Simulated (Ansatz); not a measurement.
**AlH3Cl2O: single-point calculation**

AlH3Cl2O, computed with RKS B3LYP-D4/6-31G (Ansatz 0.2.0).

The geometry is the product side of a reaction. The reaction was set up to form Al1–H6 and O2–H5 and to break Al1–O2 and H5–H6 (atoms counted from 1 in the order of the input); sticks are drawn by distance alone. The geometry comes from this level: PBE0-D4/def2-TZVP.

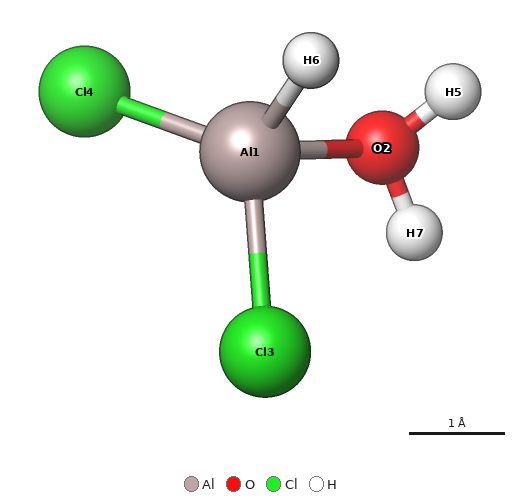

The input geometry (ball-and-stick view, seen at a tilt; atoms are numbered from 1 in the order of the input). Sticks mark near contacts. Bond lengths as drawn: Al–Cl 2.11 to 2.13 Å, Al–H 1.58 Å, Al–O 1.97 Å and H–O 0.96 to 0.97 Å.

Results in brief

```csv
quantity,value
outcome,converged
total energy,−33740.5449 eV
mean-field energy,−33740.2832 eV
dispersion energy,−0.2618 eV
SCF solution under orbital rotations,stable
hardware,"3 CPU threads, shared host"
wall time,0.86 s (CPU time 2 s)
peak memory,0.48 GiB
```

Input
```yaml
crystal:
  periodic: [false, false, false]
  atoms:
    - {symbol: Al, position_ang: [-0.652005, -0.446899, 0.245276]}
    - {symbol: O, position_ang: [0.746370, 0.859687, -0.237263]}
    - {symbol: Cl, position_ang: [0.159282, -1.994966, -0.976231]}
    - {symbol: Cl, position_ang: [-2.429171, 0.426925, -0.473533]}
    - {symbol: H, position_ang: [1.246238, 1.236894, 0.495765]}
    - {symbol: H, position_ang: [-0.436904, -0.533335, 1.803827]}
    - {symbol: H, position_ang: [1.366188, 0.451694, -0.857742]}
basis:
  gaussian: {orbitals: 6-31G}
hamiltonian: {xc: {name: B3LYP}, dispersion: d4}
```

Run as:
```bash
ansatz run in.yaml --threads 3 --pin off --events-out ev --progress --plain --max-ram 6092MiB
```

Output
```
Functional definition: B3LYP
  name "B3LYP"
  cite "Stephens, Devlin, Chabalowski & Frisch, J. Phys. Chem. 98, 11623 (1994) doi:10.1021/j100096a001"
  cite "Becke, Phys. Rev. A 38, 3098 (1988) doi:10.1103/PhysRevA.38.3098"
  cite "Lee, Yang & Parr, Phys. Rev. B 37, 785 (1988) doi:10.1103/PhysRevB.37.785"
  cite "Vosko, Wilk & Nusair, Can. J. Phys. 58, 1200 (1980) doi:10.1139/p80-159"
  parameter a0 = 0.2
  parameter ax = 0.72
  parameter ac = 0.81
  exchange = (1 - a0 - ax)*slater_x + ax*b88_x + a0*exact_x
  correlation = (1 - ac)*vwn_rpa_c + ac*lyp_c
589 factors; integrals over basis functions are off by at most 2.2e-4 eV
mean field evaluation 1: about -33736.4258 eV, gradient 4.4e1 eV
mean field evaluation 2: about -33733.9078 eV, gradient 5.9e1 eV
mean field evaluation 4: about -33740.2049 eV, gradient 1.4e0 eV
mean field evaluation 8: about -33740.2829 eV, gradient 2.0e-2 eV
mean field -33740.28288969 eV, -1239.9325262109 hartree, gradient 4.5e-5 eV, S^2 0.000000; 0 other end points of the search recorded, 0 dependent functions left out
reference -33740.28315138 eV, -1239.9325358278 hartree; 29, 29 occupied and 25, 25 virtual orbitals, 589 factors
Total energy: -33740.54494085 eV, -1239.9421564134 hartree
```
